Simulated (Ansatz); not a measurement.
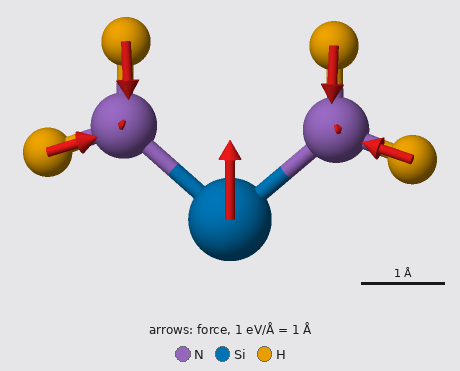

Starting geometry of SiN2H4 with the computed forces as red arrows. Style: ball-and-stick. Shown at a tilt.

The start comes from PBE-D4/def2-SVP.

Computed with Ansatz 0.2.0, RKS PBE0-D4/def2-TZVP. Settings: force threshold 0.005 eV/Å; at most 150 steps.

Q: What follows when this structure is relaxed?

A: It isn't relaxed: the largest force vector, on the Si atom, is 0.98 eV/Å. The final displacements follow the starting forces only in part (cosine between the two patterns 0.68). The largest moves after the best rigid fit, 0.035 Å, are those of H atoms. By element the largest moves are H 0.035 Å, Si 0.022 Å, N 0.020 Å. Some distances before and after: N–Si 1.745 → 1.716 Å, H–N 1.026 → 1.009 Å. Over 5 geometry steps the energy falls by 4.38 kJ/mol. Largest force component: 0.89 eV/Å at the start, 0.0018 eV/Å at the end.
